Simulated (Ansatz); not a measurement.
## Two runs on GeClF

System: GeClF, SMILES [F][Ge][Cl].
Method of run 1: RKS wB97M-V/def2-SVP (Ansatz 0.2.0).

The geometry comes from this level: PBE0-D4/def2-TZVP. Text and figures count atoms from 1; the logs count them from 0 in places.

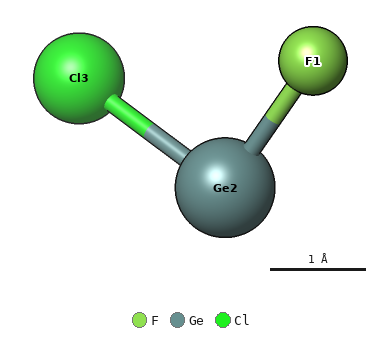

Fig. 1: The structure (ball-and-stick view, seen at a tilt; atoms are numbered from 1 in the order of the input). Sticks mark near contacts.

## Input file, run 1
```yaml
crystal:
  periodic: [false, false, false]
  atoms:
    - {symbol: F, position_ang: [0.110373, 1.418718, 0.206154]}
    - {symbol: Ge, position_ang: [-0.762828, 0.035595, -0.410334]}
    - {symbol: Cl, position_ang: [0.641555, -1.519113, 0.190980]}
basis:
  gaussian: {orbitals: def2-SVP}
hamiltonian: {xc: {name: wB97M-V}}
output: {orbitals: {seedname: orbitals}}
```

Hardware: 2 CPU threads, shared host.

## Output (run 1)
```
Functional definition: wB97M-V
  parameter omega = 0.3/bohr
  parameter cx = 0.15
  parameter cx01 = 1.007
  parameter cx10 = 0.259
  parameter css00 = 0.443
  parameter css04 = -1.437
  parameter css10 = -4.535
  parameter css20 = -3.390
  parameter css43 = 4.278
  parameter cos00 = 1.000
  parameter cos10 = 1.358
  parameter cos20 = 2.924
  parameter cos21 = -8.812
  parameter cos60 = -1.390
  parameter cos61 = 9.142
  parameter b = 6.0
  parameter c = 0.01
  gx(w, u) = 1 - cx + cx01*u + cx10*w
  gss(w, u) = css00 + css04*u^4 + css10*w + css20*w^2 + css43*w^4*u^3
  gos(w, u) = cos00 + cos10*w + (cos20 + cos21*u)*w^2 + (cos60 + cos61*u)*w^6
  exchange = spin_sum(e_x_unif_sr(omega)*gx(b97_w, b97_u_x)) + cx*exact_x_sr(omega) + exact_x_lr(omega)
  correlation = spin_sum(e_c_pw_mod_same_spin*gss(b97_w, b97_u_same))
      + integral(e_c_pw_mod_opposite_spin*gos(b97_w_opposite, b97_u_opposite)) + vv10(b, c)
600 factors; integrals over basis functions are off by at most 5.8e-4 eV
134 factors; integrals over basis functions are off by at most 9.8e-6 eV
mean field evaluation 1: about -71739.8845 eV, gradient 3.6e1 eV
mean field evaluation 2: about -71738.7625 eV, gradient 4.9e1 eV
mean field evaluation 4: about -71742.3879 eV, gradient 1.1e0 eV
mean field evaluation 8: about -71742.4141 eV, gradient 2.6e-2 eV
mean field evaluation 16: about -71742.4141 eV, gradient 8.1e-5 eV
mean field -71742.41410027 eV, -2636.4850894300 hartree, gradient 8.1e-5 eV, S^2 0.000000; 0 other end points of the search recorded, 0 dependent functions left out
reference -71742.41412849 eV, -2636.4850904671 hartree; 29, 29 occupied and 35, 35 virtual orbitals, 600 factors
Total energy: -71742.41412849 eV, -2636.4850904671 hartree
```

Run 2 used a changed input.

## The two runs side by side

| quantity | run 1 | run 2 |
| --- | --- | --- |
| outcome | converged | converged |
| total energy (hartree) | −2636.485090 | −2637.097721 |
| HOMO (eV) | −10.39 | −10.63 |
| LUMO (eV) | −0.67 | −0.96 |
| basis functions | 64 | 216 |
| wall time (shared host) | 3.6 s | 13 s |

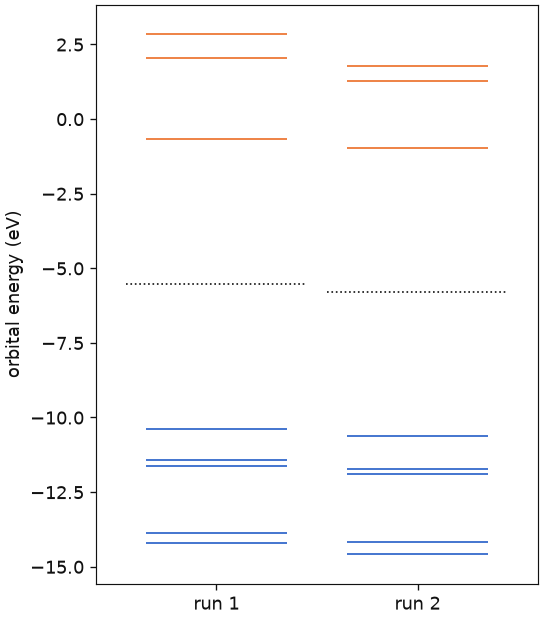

Fig. 2: The five highest filled and three lowest empty orbital energies of the two runs; the dotted lines part filled from empty levels. The HOMO–LUMO gap is 9.71 eV in run 1 and 9.68 eV in run 2.

Which change of the input explains these differences?

The change (lines with − go, lines with + come):
```diff
-  gaussian: {orbitals: def2-SVP}
+  gaussian: {orbitals: "def2-QZVPP.json"}
```

The total energy of run 2 is 384.4 kcal/mol lower, which measures the change of basis and not a stability. The HOMO goes from −10.39 to −10.63 eV. The LUMO goes from −0.67 to −0.96 eV. The basis functions go from 64 to 216.

## Output (run 2)
```
Functional definition: wB97M-V
  parameter omega = 0.3/bohr
  parameter cx = 0.15
  parameter cx01 = 1.007
  parameter cx10 = 0.259
  parameter css00 = 0.443
  parameter css04 = -1.437
  parameter css10 = -4.535
  parameter css20 = -3.390
  parameter css43 = 4.278
  parameter cos00 = 1.000
  parameter cos10 = 1.358
  parameter cos20 = 2.924
  parameter cos21 = -8.812
  parameter cos60 = -1.390
  parameter cos61 = 9.142
  parameter b = 6.0
  parameter c = 0.01
  gx(w, u) = 1 - cx + cx01*u + cx10*w
  gss(w, u) = css00 + css04*u^4 + css10*w + css20*w^2 + css43*w^4*u^3
  gos(w, u) = cos00 + cos10*w + (cos20 + cos21*u)*w^2 + (cos60 + cos61*u)*w^6
  exchange = spin_sum(e_x_unif_sr(omega)*gx(b97_w, b97_u_x)) + cx*exact_x_sr(omega) + exact_x_lr(omega)
  correlation = spin_sum(e_c_pw_mod_same_spin*gss(b97_w, b97_u_same))
      + integral(e_c_pw_mod_opposite_spin*gos(b97_w_opposite, b97_u_opposite)) + vv10(b, c)
1073 factors; their error is unknown
148 factors; integrals over basis functions are off by at most 1.1e-4 eV
mean field evaluation 1: about -71756.2967 eV, gradient 4.0e1 eV
mean field evaluation 2: about -71754.4912 eV, gradient 5.9e1 eV
mean field evaluation 4: about -71758.9898 eV, gradient 1.7e0 eV
mean field evaluation 8: about -71759.0846 eV, gradient 3.1e-1 eV
mean field evaluation 16: about -71759.0846 eV, gradient 3.7e-5 eV
mean field -71759.08461206 eV, -2637.0977194387 hartree, gradient 3.7e-5 eV, S^2 0.000000; 0 other end points of the search recorded, 0 dependent functions left out
reference -71759.08464928 eV, -2637.0977208064 hartree; 29, 29 occupied and 187, 187 virtual orbitals, 1073 factors
Total energy: -71759.08464928 eV, -2637.0977208064 hartree
```
